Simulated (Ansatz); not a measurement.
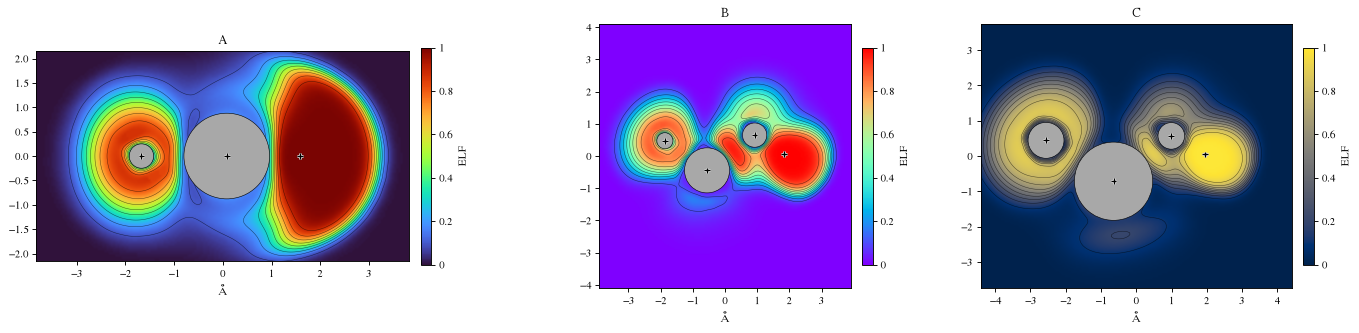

The ELF of 3 systems, each on a plane through atoms (crosses mark nuclei in the plane; grey discs cover the cores).

All numbers below come from RKS PBE0-D4/def2-TZVPP (Ansatz).

System 1: FHZn (SMILES [F][ZnH]), a plane that holds the molecular axis. Geometry: PBE0-D4/def2-TZVP.

| atom | x (Å) | y (Å) | z (Å) |
| --- | --- | --- | --- |
| F | -1.3297 | 0.7795 | -0.6393 |
| Zn | 0.0645 | -0.0378 | 0.0310 |
| H | 1.2652 | -0.7417 | 0.6083 |

System 2: CH₃ClMoS₂ (SMILES [CH3][Mo](=[S])(=[S])[Cl]), the plane of atoms Mo2, C1 and H6. Geometry: PBE0-D4/def2-TZVP; core potentials replace the inner electrons of Mo.

```xyz
8

C    -0.9014   -0.2132    0.6343
Mo    0.7728    0.1681   -0.5401
S     2.1676   -1.2578    0.0758
S     0.1446   -0.2619   -2.4839
Cl    1.4664    2.2778   -0.2665
H    -1.2753   -1.2313    0.5261
H    -0.6083   -0.0365    1.6739
H    -1.6741    0.4976    0.3246
```

System 3: CH₅FO₂Si, the plane of atoms Si2, C1 and H7. Geometry: PBE0-D4/def2-TZVP.

```xyz
10

C    -1.0070    0.4469   -0.8407
Si    0.3475    0.0219    0.3281
O    -0.3174   -0.4192    1.7442
O     1.3307   -1.1874   -0.1682
F     1.2745    1.3136    0.5176
H    -1.6436    1.2289   -0.4214
H    -1.6271   -0.4290   -1.0407
H    -0.6050    0.8078   -1.7899
H     0.2388   -0.8773    2.3760
H     2.0918   -0.9572   -0.7020
```

Which map belongs to which system?

Panel A is system 1, FHZn: the plane holds F, Zn and H. Zn–F (1.75 Å): the ELF peaks at about 0.80 in the valence shell of F, 0.5 Å from its nucleus, and is about 0.15 at the midpoint. Panel B is system 3, CH₅FO₂Si: the plane holds C, Si, F and H. Si–F (1.60 Å): the ELF peaks at about 0.85 in the valence shell of F, 0.6 Å from its nucleus, and is about 0.55 at the midpoint. Panel C is system 2, CH₃ClMoS₂: the plane holds C, Mo, Cl and H. C–Mo (2.08 Å): the ELF peaks at about 0.90 in the valence shell of C, 0.7 Å from its nucleus, and is about 0.60 at the midpoint.
